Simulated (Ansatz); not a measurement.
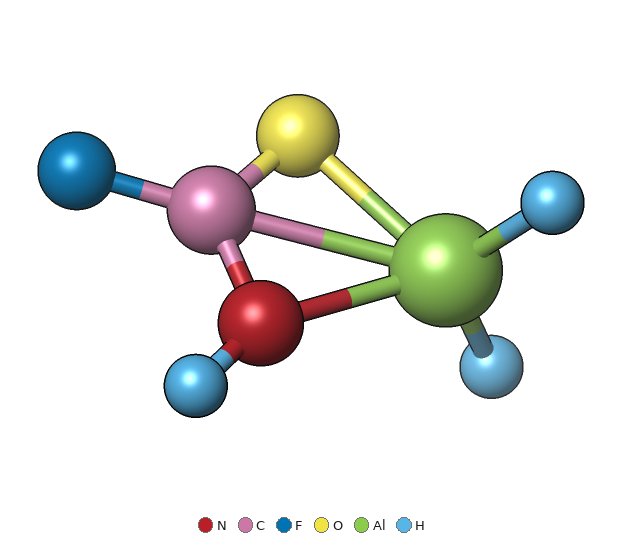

Ball-and-stick drawing of a structure. Every bond is drawn as one stick, whatever its order.

The geometry was computed by an optimisation with PBE0-D4/def2-TZVP.

Question: Which formula does it have?

Answer: CH₃AlFNO, 8 atoms: 1 carbon, 3 hydrogen, 1 aluminium, 1 fluorine, 1 nitrogen and 1 oxygen.

Question: Give the symmetry (Schoenflies symbol).

Answer: Cs.

More results for the same structure follow; atom numbers are the same in all pictures, views and colours differ.

## Geometry

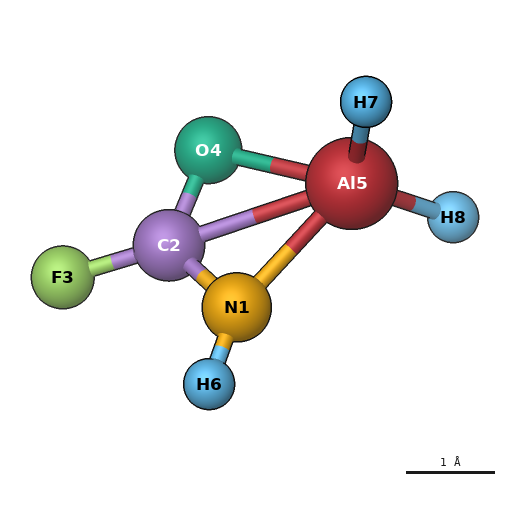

Numbered structure.

Which atoms are bonded, and how long are the bonds?

```json
{"bond": "N1–C2", "length (Å)": "1.297"}
{"bond": "N1–Al5", "length (Å)": "1.951"}
{"bond": "N1–H6", "length (Å)": "1.006"}
{"bond": "C2–F3", "length (Å)": "1.310"}
{"bond": "C2–O4", "length (Å)": "1.257"}
{"bond": "C2–Al5", "length (Å)": "2.266"}
{"bond": "O4–Al5", "length (Å)": "1.933"}
{"bond": "Al5–H7", "length (Å)": "1.579"}
{"bond": "Al5–H8", "length (Å)": "1.579"}
```

## Dipole moment

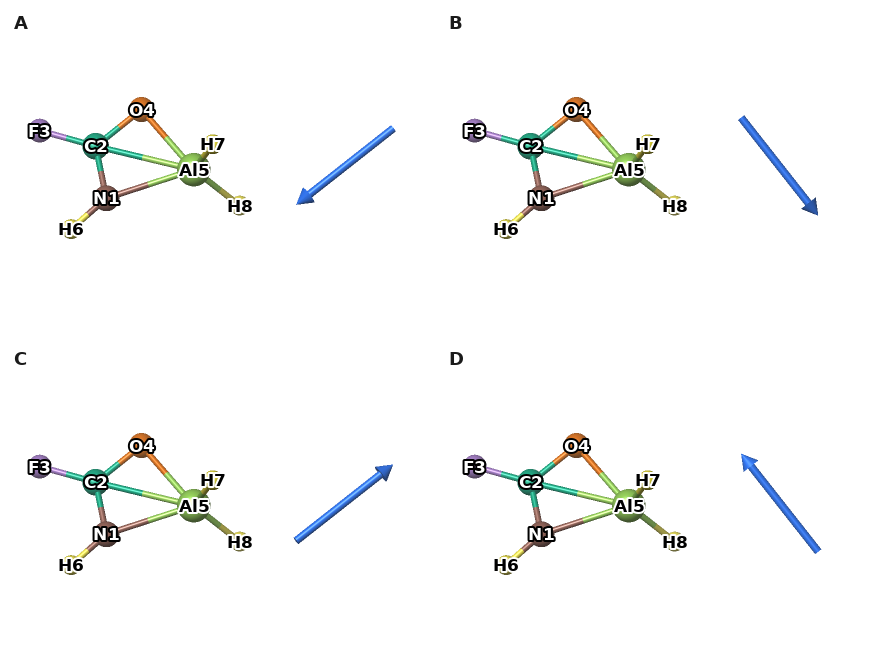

The same molecule four times, each with an arrow. Level of theory: RKS PBE-D4/def2-TZVPP (Ansatz 0.2.0).

Question: Which arrow points along the dipole moment, from the negative to the positive end?

Answer: A. The dipole moment is 2.52 D; it points from the side of H7, H8 to the side of H6 (the outermost atoms at the two ends).

## Electronic properties

Level of theory: RKS PBE0-D4/def2-TZVPP (Ansatz 0.2.0).

Question: Give the HOMO energy (Kohn–Sham orbital) at this level.

Answer: −8.21 eV.

Question: Give the HOMO–LUMO gap at this level.

Answer: 8.19 eV.

Question: What is the dispersion correction?

Answer: −12.2 kJ/mol.

## Charges

The questions are on Mulliken charges. Properties computed with RKS PBE0-D4/def2-TZVP (Ansatz 0.2.0).

List the Mulliken charges.

```json
{"atom": "N1", "value (e)": "−0.40"}
{"atom": "C2", "value (e)": "0.46"}
{"atom": "F3", "value (e)": "−0.13"}
{"atom": "O4", "value (e)": "−0.33"}
{"atom": "Al5", "value (e)": "0.40"}
{"atom": "H6", "value (e)": "0.24"}
{"atom": "H7", "value (e)": "−0.12"}
{"atom": "H8", "value (e)": "−0.12"}
```

## Thermal motion

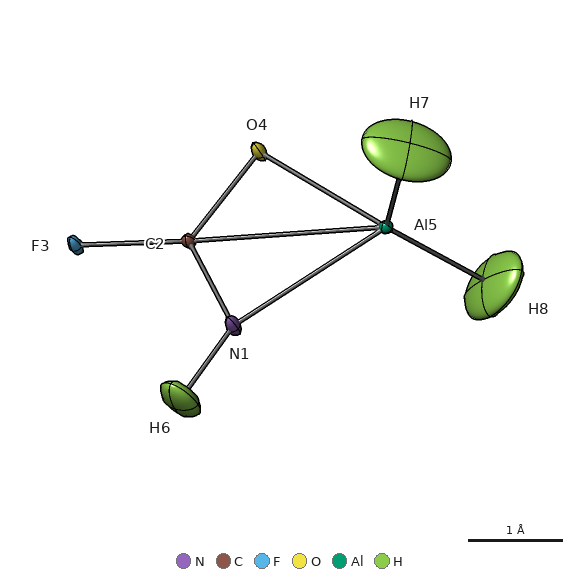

Displacement ellipsoids at the 50 % level, from the internal vibrations of the free molecule (harmonic, no overall translation or rotation; no half-axis is drawn under 0.075 Å). Vibrations computed with RKS PBE0-D4/def2-TZVP (Ansatz 0.2.0). Temperature: 600 K.

Question: Which atom moves most?

Answer: H7, H8, with U_eq = 0.0573 Å².

Question: Does H7 move more along its bond or across it?

Answer: Across it: the root-mean-square amplitude is 0.105 Å along the bond and up to 0.319 Å across, since bending and torsion are softer than stretching.

Give the displacement parameters, one line for each set of equivalent atoms.

```tsv
atom	U_eq (Å²)	rms amplitudes (Å)
N1	0.0054	0.038, 0.053, 0.109
C2	0.0025	0.035, 0.043, 0.065
F3	0.0047	0.039, 0.041, 0.105
O4	0.0052	0.037, 0.056, 0.105
Al5	0.0020	0.037, 0.042, 0.054
H6	0.0230	0.083, 0.147, 0.201
H7, H8	0.0573	0.101, 0.244, 0.319
```

Mulliken values depend strongly on the basis set and can even reverse the polarity of a bond.
